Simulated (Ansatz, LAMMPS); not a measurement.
# Convergence of a linear-scaling basis for aqueous K+ and SO4 2-, 1.1 mol of salt per kg of water at 280 K (154 atoms), part 2 of 2

Wanted: errors and times of a linear-scaling basis for aqueous K+ and SO4 2-, 1.1 mol of salt per kg of water at 280 K (154 atoms). A setting counts as converged where the r.m.s. difference of forces stays under 1 % of the r.m.s. force.

Ansatz 0.2.0; Kohn-Sham DFT, r2SCAN+D4, PAW (set soft_2), plane waves.

The cell: 53 O, 1 S, 98 H and 2 K. The network of contacts between molecules at the start is that of the classical potential that made the cell. The concentration wasn't checked against solubility and may exceed it. The density was typed from a rule of thumb and may lie off the real one at this temperature. The Brillouin zone is sampled at Γ only, in a cell whose shortest periodic width is 12 Å.

So far. Step 3 (Plane-wave single point): Between -26 and -10 eV lie 118 more states.

## 4. Distances and neighbours

Bonds and neighbours are counted at the geometry of the runs.

Density 1.15 g/cm³, 9.928 Å³ an atom.

Pair distribution functions g(r), in bins of 0.2 Å:

```tsv
r (Å)	total	H-H	H-O	H-K	H-S	O-O	O-K
0.90	2.81	0.00	6.40	0.00	0.00	0.00	0.00
1.10	2.25	0.00	5.15	0.00	0.00	0.00	0.00
1.30	0.00	0.00	0.00	0.00	0.00	0.00	0.00
1.50	0.18	0.00	0.19	0.00	0.00	0.00	0.00
1.70	1.51	2.48	1.15	0.00	0.00	0.00	0.00
1.90	0.55	0.17	1.10	0.00	0.00	0.00	0.00
2.10	0.52	0.85	0.41	0.00	0.00	0.00	0.00
2.30	0.72	1.34	0.30	0.00	0.00	0.39	0.00
2.50	0.59	1.11	0.17	0.47	2.07	0.34	0.00
2.70	0.93	1.14	0.37	0.00	2.51	2.12	3.90
2.90	0.97	0.67	0.82	1.80	3.00	2.17	3.38
3.10	1.10	0.74	1.47	0.65	0.64	1.07	0.60
3.30	1.13	0.84	1.48	1.93	0.56	0.72	2.62
3.50	1.15	1.02	1.39	1.79	0.00	0.67	0.45
3.70	1.13	1.09	1.12	2.26	2.25	1.04	0.00
3.90	1.09	1.27	0.98	0.62	1.21	1.09	0.00
4.10	1.15	1.22	1.09	0.90	0.72	1.21	1.71
4.30	0.95	0.96	0.93	0.85	0.99	1.10	0.62
4.50	1.02	1.06	0.98	1.08	0.30	1.02	1.71
4.70	1.01	0.99	0.97	0.70	1.38	1.26	0.79
4.90	0.93	0.93	0.97	0.91	0.52	0.84	1.18
5.10	0.94	0.91	0.97	0.35	1.45	1.00	1.11
5.30	0.95	0.99	0.94	1.33	1.10	0.86	0.60
5.50	1.01	1.01	1.05	1.02	1.23	0.80	1.13
5.70	0.99	0.97	1.01	1.73	0.38	0.92	1.24
```

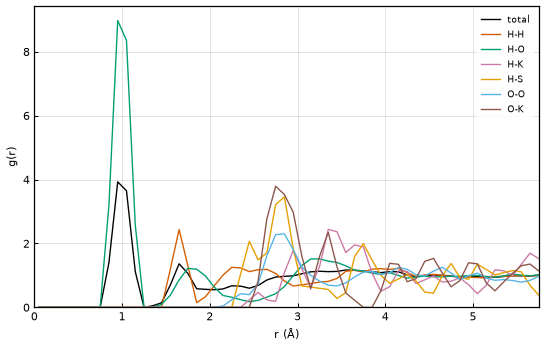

Pair distribution functions, lightly smoothed.

Bonds by pair of elements; cutoffs follow the first minimum of g(r), held within bounds set by covalent radii, and pairs that aren't listed don't count as bonded:

```tsv
pair A-B	cutoff (Å)	bonds	mean length (Å)	spread (Å)	shortest (Å)	B about A	A about B
H-O	1.21	98	1	0	1	1	1.85
O-K	3.15	11	2.84	0.131	2.65	0.208	5.5
O-S	1.88	4	1.44	0.003	1.44	0.075	4
```

The cutoff for O-K falls short of the minimum of g(r), so counts run low and odd coordinations can be artefacts.

How many atoms have how many bonded neighbours:

```tsv
element	mean	1	2	3	4	5	6
H	1	98	0	0	0	0	0
K	5.5	0	0	0	0	1	1
O	2.13	2	42	9	0	0	0
S	4	0	0	0	1	0	0
```

Bond angles, per cent of each kind in bins of 5°:

```tsv
angle (°)	H-O-H	O-K-O	H-O-K
50–55	0.0	4.0	0.0
55–60	0.0	4.0	0.0
60–65	0.0	0.0	0.0
65–70	0.0	8.0	0.0
70–75	0.0	0.0	5.6
75–80	0.0	8.0	0.0
80–85	0.0	8.0	5.6
85–90	0.0	0.0	11.1
90–95	0.0	12.0	0.0
95–100	0.0	8.0	5.6
100–105	0.0	4.0	22.2
105–110	100.0	8.0	0.0
110–115	0.0	0.0	11.1
115–120	0.0	8.0	0.0
120–125	0.0	0.0	11.1
125–130	0.0	0.0	16.7
130–135	0.0	8.0	0.0
135–140	0.0	4.0	5.6
140–145	0.0	8.0	0.0
145–150	0.0	4.0	5.6
150–155	0.0	0.0	0.0
155–160	0.0	0.0	0.0
160–165	0.0	0.0	0.0
165–170	0.0	0.0	0.0
170–175	0.0	4.0	0.0
```

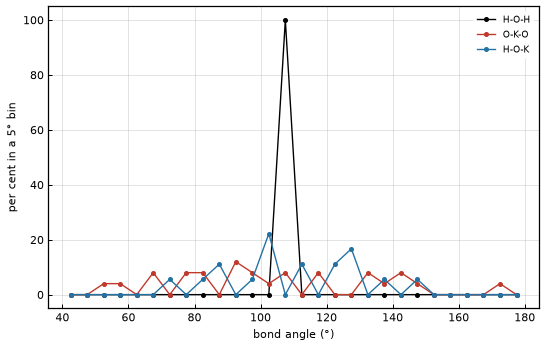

Distributions of the most common bond angles.

Bond angles (no mean is given where the spread exceeds 20°):

```tsv
angle	count	mean (°)	spread (°)
H-O-H	49	110	0
O-K-O	25	-	-
H-O-K	18	110	19.8
O-S-O	6	109	3
K-O-S	2	95.4	0.2
```

Hydrogen bonds between water molecules (O–O under 3.5 Å, H–O···O angle under 30°):

```tsv
hydrogen bonds to other water	molecules
0	0
1	2
2	6
3	24
4	15
5	2
```

First shells of the ions:

```tsv
ion	count	shell	mean number
K	2	water O within 3.6 A	7
```

Bond length by coordination (bonds to H left out):

```tsv
element	coordination	atoms	mean bond length (Å)
K	5	1	2.91
K	6	1	2.78
O	1	2	1.44
O	2	2	2.05
O	3	9	2.88
```

The 49 water molecules hold 3.18 hydrogen bonds each to other water on average, with a mean O–O distance of 2.85 Å. Ion shells in this frame: K 7.0 (water O within 3.6 Å).

The surroundings of O5, which bears the longest force, nearest first, numbered as they follow in the input and with coordinates relative to it.

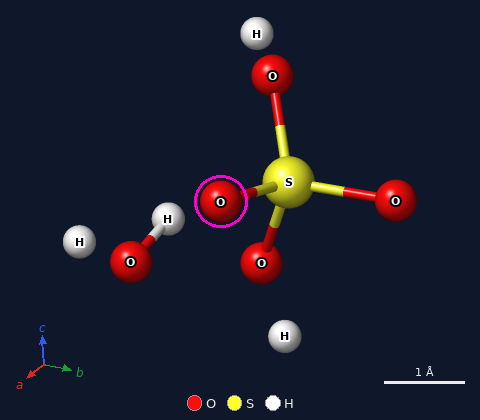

The atoms of the table, within 2.5 Å (arrows a, b, c point along x, y, z); some may hide others; the central atom is ringed.

```tsv
atom	x	y	z	distance (Å)	bonds	Löwdin charge (e)	Fx	Fy	Fz (eV/Å)
O5	0.00	0.00	0.00	0.00	1	-0.84	2.02	-1.33	0.94
S2	-1.39	0.14	-0.35	1.44	4	2.61	1.11	0.98	0.24
H7	1.48	0.14	0.48	1.57	1	0.40	1.13	-0.23	-0.59
H40	0.59	-1.76	-0.67	1.97	1	0.40	0.43	-0.67	-1.02
H128	-0.86	0.14	2.00	2.18	1	0.38	0.76	0.32	1.75
H113	1.27	1.62	-0.95	2.27	1	0.39	-0.16	1.73	0.24
O1	-1.62	1.57	-0.41	2.29	2	-0.82	-1.49	1.79	-0.10
O4	-1.53	-0.42	-1.68	2.31	2	-0.79	-0.61	-0.71	-1.43
O3	-2.23	-0.53	0.62	2.37	1	-0.80	-1.41	-0.74	0.92
O6	2.47	0.18	0.34	2.50	2	-0.71	0.03	-0.49	-0.84
```

The column of bonds counts only the pairs H-O within 1.21 Å, O-K within 3.15 Å, O-S within 1.88 Å; other neighbours, such as metal atoms beside each other in a compound, aren't counted, and periodic images can show an atom twice.

## 5. Support functions medium

The cell is solved in localised support functions.

This step: Kohn-Sham DFT, r2SCAN+D4, PAW (set soft_2), localised support functions (medium) (Ansatz 0.2.0).

input.yaml reads:

```yaml
crystal:
  lattice:
    - [11.52017, 0.0, 0.0]
    - [0.0, 11.52017, 0.0]
    - [0.0, 0.0, 11.52017]
  atoms:
    [... the 154 atom lines of step 3 ...]
kpoints:
  mp_grid: { grid: [1, 1, 1] }
hamiltonian:
  xc: r2scan
  dispersion: d4
scf:
  occupations: { method: fixed }
  eigensolver: { kind: { support_functions: { accuracy: medium } } }
  max_iter: 150
output:
  forces: true
  eigenvalues: true
```

Started as:

```bash
ansatz run input.yaml --threads 8 --pin off --max-ram 15872MiB --backend cpu --events-out ev --progress --plain --runs-dir out
```

The log of the run:

```text
Warning: scf.eigensolver.kind.support_functions: disabling space-group detection — the functions' gradient is summed over unrotated k-points, so no spatial operation reduces the k-mesh or symmetrises the density; time reversal is kept, so that k and −k are solved as one point where they differ and the mesh holds both, and exact exchange and, on two spinor components, a DFT+U term hold to it where the run has them: [...]
settings of this run that can trade accuracy for cost: scf.eigensolver.kind.support_functions [...]
[...]
Crystal: 154 atoms, lattice volume = 1528.891 Å³
Basis set: ecut = 500 eV, 38911 PW (Γ), exchange–correlation on 324×324×324 points (27 copies of the dense FFT grid, shifted against one another)
Bands: 264, of which v1, the nominal top of the filled ones, is band 220 counted from 1 (219 counted from 0)
Symmetry: 1 space group operations
k-points: 1
[...]
SCF iter   1: F=—  HF=-35701.412723 eV  |F-HF|=—  |Δ(HF+E_count)|=         —  Δρ=9.93e-2  dr2=1.31e2  dr2_τ=1.60e1  ethr=1.00e-1
[...]
SCF iter  11: F=—  HF=-35707.967646 eV  |F-HF|=—  |Δ(HF+E_count)|=   1.24e-3  Δρ=1.68e-5  dr2=1.06e-5  dr2_τ=1.72e-7  ethr=1.06e-8  κ⁻¹=5.5e-6(r=7)
SCF iter  12: F=-35707.968562 eV  HF=-35707.968560 eV  |F-HF|=1.72e-6  |Δ(HF+E_count)|=   9.13e-4  Δρ=9.46e-6  dr2=2.44e-6  dr2_τ=1.31e-7  ethr=2.40e-9
SCF 1 converged in 12 iterations: F = -35707.977071 eV  dr2 = 2.44e-6
[...]
SCF converged after 12 iterations
Stability not checked: this state was not tested for a lower state beside it, because the mixer in use, unlike msr1, does not test its closes by its own steps (another_mixer; see scf.mixing.algorithm and scf.lower_state_search)
Free energy (F): -35707.977071 eV
[...]
Internal energy: -35707.977071 eV  (E = F + TS)
E sigma→0 (E₀):  -35707.977071 eV
Fermi energy:    -2.049341 eV
[...]
Σ components = -35707.977071   (vs F -35707.977071, Δ=0.00e0)
--- Forces (eV/Å), atoms counted from 1 ---
  atom   1  O     -1.48819998     1.78869708    -0.10101411
  atom   2  S      1.10804781     0.97643725     0.23665883
  atom   3  O     -1.40183252    -0.73462796     0.92042231
  atom   4  O     -0.60658855    -0.71033274    -1.42349590
[...]
atom 154  K      0.27354425     0.29840937    -0.43588479
  max |Σ_I F_I| component: 1.45e-3 eV/Å
--- Band table (eV) ---
[...]
```

Elapsed: 3 min, on 8 threads of Arm Neoverse V2, shared host; peak memory 8.8 GiB; 23 min of CPU time.

The program notes that the band table was not solved further than the SCF left it and it switched symmetry off.

Keys that differ from the reference: support_functions.accuracy = "medium" and scf.max_iter = 150.

Forces differ from the reference by 5.7 meV/Å r.m.s., 0.77 % of their size, within a tolerance of 1 %; the energy by -3.4 meV/atom. It took 3 min and 12 cycles; the reference's time can't be set against it, since the two runs asked for unlike analyses.

## 6. The ladder side by side

Differences are against the plane-wave reference (Kohn-Sham DFT, r2SCAN+D4, PAW (set soft_2), plane waves), whose r.m.s. force component is 0.738 eV/Å. Energies are set beside the reference only for runs with its functional, potentials and electron count. Times are for 8 threads of Arm Neoverse V2, shared host. The reference's time includes the DOS, the stress and grids, which some other runs skip.

```tsv
run	Δ force, r.m.s. (meV/Å)	share of r.m.s. force (%)	Δ energy (meV/atom)	Δ gap (eV)	cycles	time	host memory (GiB)
reference	-	-	-	-	9	32 s	4.4
support functions medium	5.67	0.769	-3.44	-6.0e-4	12	3 min	8.8
```

## 7. What came out

```yaml
free_energy_per_atom: -231.8665 eV/atom
pressure: -3.796 GPa
r_m_s_force_component: 0.7378 eV/Å
spacing_of_highest_filled_and_lowest_empty_level: 4.595 eV
wall_time_of_the_2_dft_runs: 3.5 min
```

Against plane waves at 500 eV, the forces differ by 5.7 meV/Å (0.77 %) with support functions medium. At 154 atoms the run with support functions medium takes roughly 5.6 times the time of plane waves (whose run also made extra analyses, so the like-for-like ratio is larger), in 12 SCF cycles against 9. Differences between support functions and plane waves include what basis error the plane-wave run still has.

Between filled and empty levels lie 4.59 eV (at Γ alone); a semilocal functional tends to put such gaps too low. In a disordered cell it changes from sample to sample and from frame to frame. The 49 water molecules hold 3.18 hydrogen bonds each to other water on average, with a mean O–O distance of 2.85 Å.

What to keep in mind: The force components of 0.74 eV/Å r.m.s. hold both thermal displacement and the mismatch between the potential that made the cell and DFT, above all in bond lengths inside molecules. The pressure of -3.8 GPa is that of one thermal frame, in which the classical model's bond lengths enter as well as the volume, without the kinetic term and with the strain of bonds inside molecules.

[Logs are printed without paths, hosts, clocks, repeated set-up lines and the standing remarks that a program may print on its own settings, such as how far it seeks lower states.]

[Hosts, paths, dates, database ids (printed as entryN), source tags and the programs' standing remarks are cut or masked in the printed files.]
